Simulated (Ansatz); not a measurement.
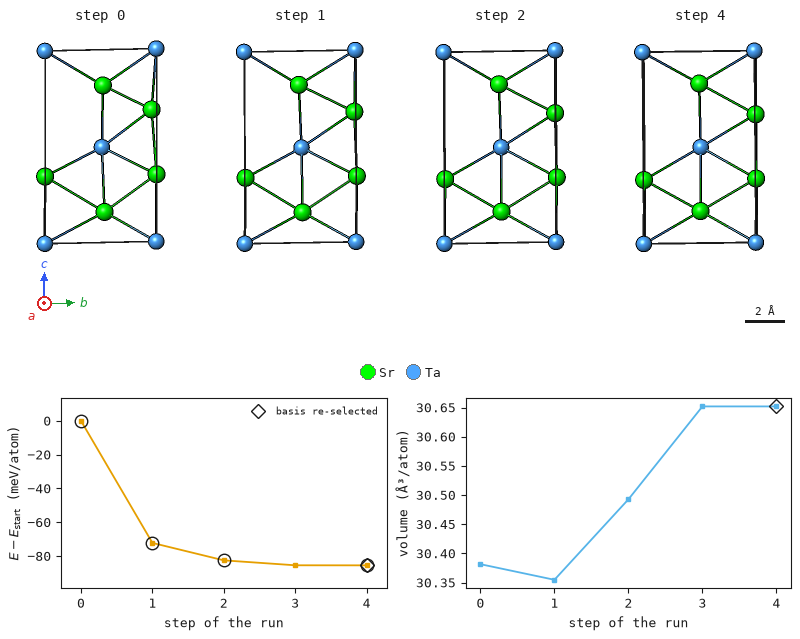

Frames of a relaxation of a crystal of Sr$_{2}$Ta (a generated structure, set up in P1) (coarse preliminary run), marked on the history of the run. The picture is a ball-and-stick view of the cell of the calculation, seen along the a axis.

These are results of Ansatz 0.2.0, DFT PBE, scalar-relativistic, plane waves, PAW, not measurements. Set-up: plane-wave cutoff 420 eV; k-point mesh 8 × 4 × 2; occupations gaussian; smearing width 0.2 eV; no spin polarisation; cell and atoms relaxed; force threshold 0.025 eV/Å; at most 60 steps.

What happens along the run?

The energy falls by 85.5 meV per atom in 3 accepted moves (4 points after the start). Largest force component: 1.5 eV/Å at the start, 0.011 eV/Å at the end. The pressure goes from 1.01 to −0.04 GPa. The SCF was repeated once at an unchanged geometry on a basis and grid sized afresh for the cell, which shifted the energy by less than 0.05 meV per atom at most. The atom that moves furthest relative to the cell is a Sr atom (0.32 Å along [0 3 −1]). Largest moves by element: Sr 0.32 Å, Ta 0.22 Å. The volume changes by +0.9 %, with a 3.087 → 3.113 Å (+0.8 %), b 5.853 → 5.877 Å (+0.4 %), c 10.109 → 10.054 Å (−0.5 %), α 88.8° → 89.7°, β 89.4° → 89.9°, γ 86.5° → 89.4°. Near-neighbour distances that change, for instance: Sr–Sr 2.860 → 3.371 Å, Sr–Ta 4.018 → 3.753 Å, Sr–Sr 3.631 → 3.377 Å, Sr–Ta 3.487 → 3.722 Å. The space group stays P1 (No. 1). From step 0 to 1: Sr atoms move most (0.20 Å), energy −72.2 meV per atom. From step 1 to 2: a Ta atom moves most (0.14 Å), volume +0.5 %, energy −10.3 meV per atom. From step 2 to 4: a Sr atom moves most (0.07 Å), volume +0.5 %, energy −3.0 meV per atom.
